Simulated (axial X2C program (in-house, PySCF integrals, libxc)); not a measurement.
**A two-component session on WC⁻: properties at the nuclei**

Wanted for WC⁻: properties at the nuclei, at the two-component level.

The runs use an in-house X2C program for linear molecules on PySCF integrals; two-component X2C with atomic mean-field terms, W dyall-acv3z, C dyall-av3z.

All values are calculated.

**1. Set-up**

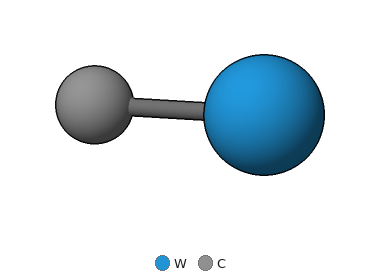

The two atoms at 1.870 Å (tungsten blue, carbon grey).

Input file task.json:

```json
{
 "zs": [
  74,
  6
 ],
 "q": -1,
 "bas": [
  "dyall-acv3z",
  "dyall-av3z"
 ],
 "r0": 1.87,
 "levels": [
  "PBE0",
  "HF",
  "LDA",
  "BHandHLYP",
  "r2SCAN"
 ],
 "nst": 3
}
```

Keys: zs atomic numbers; q charge; bas basis sets; r0 starting distance in Å; levels methods (HF also brings MP2); nst determinants followed.

The run is started by

```sh
$ python soeom.py task.json out
```

Nuclei are Gaussian, cores are contracted, and the Gaunt term is on.

**2. Expectation values, lowest determinant**

R = 1.709 Å. State: Ω = 3/2 (excess of +ω over −ω: ω = 3/2).

Output of the PBE0 run:

```text
two-component X2C + atomic mean field  PBE0
basis functions 252  fitting functions 1232  grid points 5073
iter        total energy     max residual
   1     -16180.299690667     1.61e-05
   2     -16180.299690688     1.31e-05
   3     -16180.299690694     1.01e-05
   4     -16180.299690706     6.56e-06
   5     -16180.299690711     1.03e-05
   6     -16180.299690712     1.17e-06
converged
one-electron -22475.44620555  Coulomb 6505.55730883  exact exchange -82.10803548  xc functional -251.77507456  nuclear repulsion 137.48079675  atomic mean-field constant -14.00848070
```

The highest occupied spinor is 52% W s, 17% C p, 12% W p.

```csv
level,Eeff magnitude (GV/cm),Ws magnitude W (kHz),A∥/gI W (MHz),qzz W (a.u.),A∥/gI C (MHz),qzz C (a.u.)
PBE0,0.554,0.691,564,-8.03,4.51,-0.36
HF,30.2,20.7,721,-6.66,67.5,-0.29
LDA,1.05,0.389,716,-8.84,5.61,-0.35
BHandHLYP,2.98,2.44,647,-7.49,7.1,-0.39
r2SCAN,0.954,0.485,222,-8.55,4.59,-0.35
```

Eeff is the effective electric field on the electron dipole moment in this Ω state and Ws the scalar–pseudoscalar constant (defined with the proton number Z and per Ω); A∥ is the parallel hyperfine constant, which follows by multiplying with the nuclear g factor gI = μI/(I μN); qzz is the electric field gradient, eQq0 = 234.96 MHz × Q/barn × qzz. The operators were transformed with the bare-nucleus X2C matrices.

**3. Expectation values, a higher determinant**

R = 1.709 Å. State: Ω = 3/2 (excess of +ω over −ω: ω = 1/2, ω = -3/2, ω = 5/2), 0.29 eV above the lowest in the PBE0 search for states (made at or near this distance, with looser thresholds).

Output of the PBE0 run:

```text
two-component X2C + atomic mean field  PBE0
basis functions 252  fitting functions 1232  grid points 5073
iter        total energy     max residual
   1     -16180.288899406     7.74e-06
   2     -16180.288899411     7.25e-06
   3     -16180.288899412     9.84e-06
converged
one-electron -22479.55586717  Coulomb 6509.81008756  exact exchange -82.14456730  xc functional -251.87086855  nuclear repulsion 137.48079675  atomic mean-field constant -14.00848070
```

The highest occupied spinor is 93% W d, 3% C d, 3% C f.

```csv
level,Eeff magnitude (GV/cm),Ws magnitude W (kHz),A∥/gI W (MHz),qzz W (a.u.),A∥/gI C (MHz),qzz C (a.u.)
PBE0,40.2,25.7,1850,-2.53,4.53,-0.22
HF,53.9,35.7,395,-5.26,-88.7,-0.09
LDA,30.8,19.3,2240,-3.49,10.4,-0.23
BHandHLYP,46.3,29.8,1600,-1.91,-3.39,-0.23
r2SCAN,36,23,2080,-2.47,9.74,-0.18
```

**4. Expectation values, a higher determinant**

R = 1.709 Å. State: Ω = 5/2 (excess of +ω over −ω: ω = 5/2), 0.50 eV above the lowest in the PBE0 search for states (made at or near this distance, with looser thresholds).

Output of the PBE0 run:

```text
two-component X2C + atomic mean field  PBE0
basis functions 252  fitting functions 1232  grid points 5073
iter        total energy     max residual
   1     -16180.281405480     2.22e-05
   2     -16180.281405487     4.32e-05
   3     -16180.281405505     1.35e-05
   4     -16180.281405512     7.91e-06
   5     -16180.281405522     6.53e-06
   6     -16180.281405529     1.27e-06
   7     -16180.281405529     1.27e-06
converged
one-electron -22475.09352635  Coulomb 6505.21523768  exact exchange -82.10626660  xc functional -251.76916631  nuclear repulsion 137.48079675  atomic mean-field constant -14.00848070
```

The highest occupied spinor is 52% W s, 17% C p, 12% W p.

```csv
level,Eeff magnitude (GV/cm),Ws magnitude W (kHz),A∥/gI W (MHz),qzz W (a.u.),A∥/gI C (MHz),qzz C (a.u.)
PBE0,1.21,0.304,564,-8.46,0.903,-0.38
HF,21.1,7.99,324,-7.86,-37.9,-0.31
LDA,0.124,0.106,484,-9.29,1.3,-0.37
BHandHLYP,0.12,0.205,503,-7.89,-2.01,-0.41
r2SCAN,1.35,0.271,824,-8.97,2.36,-0.37
```

**5. Results**

| quantity | value |
| --- | --- |
| lowest determinant | Ω = 3/2 (excess of +ω over −ω: ω = 3/2) |
| Eeff magnitude (GV/cm), PBE0 | 0.554 |
| Ws magnitude W (kHz), PBE0 | 0.691 |
| A∥/gI W (MHz), PBE0 | 564 |
| qzz W (a.u.), PBE0 | -8.03 |
| higher determinant | Ω = 3/2 (excess of +ω over −ω: ω = 1/2, ω = -3/2, ω = 5/2) |
| Eeff magnitude (GV/cm), PBE0, higher determinant | 40.2 |
| Ws magnitude W (kHz), PBE0, higher determinant | 25.7 |
| A∥/gI W (MHz), PBE0, higher determinant | 1850 |
| qzz W (a.u.), PBE0, higher determinant | -2.53 |
| higher determinant | Ω = 5/2 (excess of +ω over −ω: ω = 5/2) |
| Eeff magnitude (GV/cm), PBE0, higher determinant | 1.21 |
| Ws magnitude W (kHz), PBE0, higher determinant | 0.304 |
| A∥/gI W (MHz), PBE0, higher determinant | 564 |
| qzz W (a.u.), PBE0, higher determinant | -8.46 |

What this shows: In the first state, the effective field runs from 0.554 to 30.2 GV/cm over the mean-field levels, so the levels don't agree on it. The expectation values come from single determinants, which for open shells can mix terms of unlike spin or miss the lowest Ω, so a determinant need not be a state. Eeff is the effective electric field on the electron dipole moment in this Ω state and Ws the scalar–pseudoscalar constant (defined with the proton number Z and per Ω); A∥ is the parallel hyperfine constant, which follows by multiplying with the nuclear g factor gI = μI/(I μN); qzz is the electric field gradient, eQq0 = 234.96 MHz × Q/barn × qzz. The operators were transformed with the bare-nucleus X2C matrices.
